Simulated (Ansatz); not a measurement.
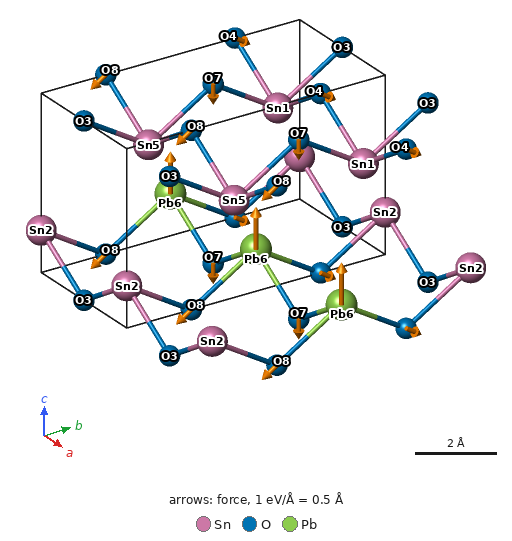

Starting geometry of solid Sn₃PbO₄ (built on the litharge host type) with the computed forces as orange arrows. A ball-and-stick model of the cell of the calculation, repeated 2 × 1 × 1 with one cell outlined, seen from a free direction.

Computed with DFT, PBE-D3(BJ), plane waves, PAW (Ansatz 0.2.0).

The input:
```yaml
crystal:
  lattice:
    - [3.83189695, 0.0, 0.0]
    - [0.0, 7.66379389, 0.0]
    - [0.0, 0.0, 4.9102372]
  atoms:
    - { symbol: Sn, position: [0.5, 0.75, 0.76462614] }
    - { symbol: Sn, position: [0.0, 0.0, 0.23537386] }
    - { symbol: O, position: [0.5, 0.0, 0.0] }
    - { symbol: O, position: [0.0, 0.75, 0.0] }
    - { symbol: Sn, position: [0.5, 0.25, 0.76462614] }
    - { symbol: Pb, position: [0.0, 0.5, 0.23537386] }
    - { symbol: O, position: [0.5, 0.5, 0.0] }
    - { symbol: O, position: [0.0, 0.25, 0.0] }
kpoints:
  mp_grid: { grid: [6, 4, 6] }
hamiltonian:
  xc: pbe
  dispersion: d3bj
scf:
  occupations: { method: fermi_dirac, width: 0.02 }
relax:
  f_tol: 0.005
  cell: {}
```

Run as
```bash
ansatz run input.yaml --threads 2 --pin off --max-ram 29491MiB --backend cpu --events-out ev --progress --plain --runs-dir out
```

Is this structure relaxed? If not, where do the atoms go?

Answer. It isn't relaxed: the largest force vector, on Pb6, is 2.31 eV/Å. The atoms end up moving mostly along the starting forces (cosine between the two patterns 0.98). The energy falls by 0.275 eV per cell of the calculation in 7 accepted moves (10 points after the start). Largest force component: 2.3 eV/Å at the start, 0.00099 eV/Å at the end. The pressure goes from 3.59 to 0.00 GPa. The line search rejected the trial step at point 2 of the run. At 2 points the geometry stayed and the basis and grid were re-selected for the new cell (energy shift of 5.0 meV per cell of the calculation at most each time). The largest move relative to the cell is that of Pb6, 0.13 Å along +c. By element the largest moves are Pb 0.13 Å, O 0.08 Å, Sn 0.02 Å. Cell: a 3.832 → 3.888 Å (+1.5 %), b 7.664 → 7.742 Å (+1.0 %), c 4.910 → 4.835 Å (−1.5 %). Volume +0.9 %. Near-neighbour distances that change, for instance: O4–Pb6 2.238 → 2.398 Å, Pb6–O7 2.238 → 2.355 Å, Sn2–O4 2.238 → 2.205 Å, Sn2–O3 2.238 → 2.255 Å. Among the angles between lasting bonds that change: O7–Pb6–O7 117.8° → 111.3°, Pb6–O7–Pb6 117.8° → 111.3°, Sn1–O7–Sn5 117.8° → 122.3°. The space group stays Pmm2 (No. 25). Cost: 2.1 min on 2 threads of AMD EPYC 7R13 Processor (Zen 3), on a shared host, peak memory 0.69 GiB.
